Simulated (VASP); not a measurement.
Band structure of MgO₆Sb₂ (space group P4_2/mnm). All values below come from r2SCAN meta-GGA, VASP's PBE PAW potentials (set 64) (plane waves; VASP).

Unless said otherwise, spin-orbit coupling is left out, though it shifts the bands of the heavy elements here.

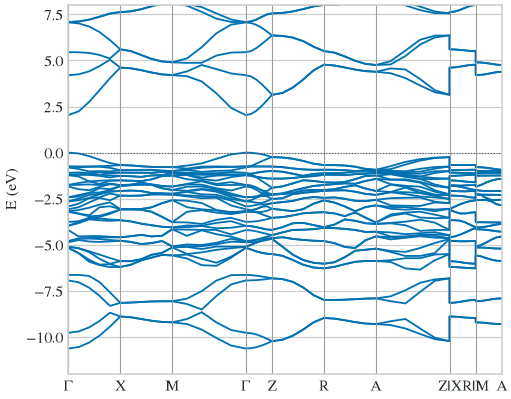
Bands along high-symmetry lines, zero at the valence-band maximum or, without a gap, the Fermi level

Question: Read the plot: is there a gap, and where are the band edges?

Answer: The gap is direct, 2.03 eV, from the valence maximum at Γ to the conduction minimum at Γ.

The structure comes from a computed database's MgO6Sb2 entry (P4_2/mnm); how it stands against other phases isn't given here. It was relaxed first.
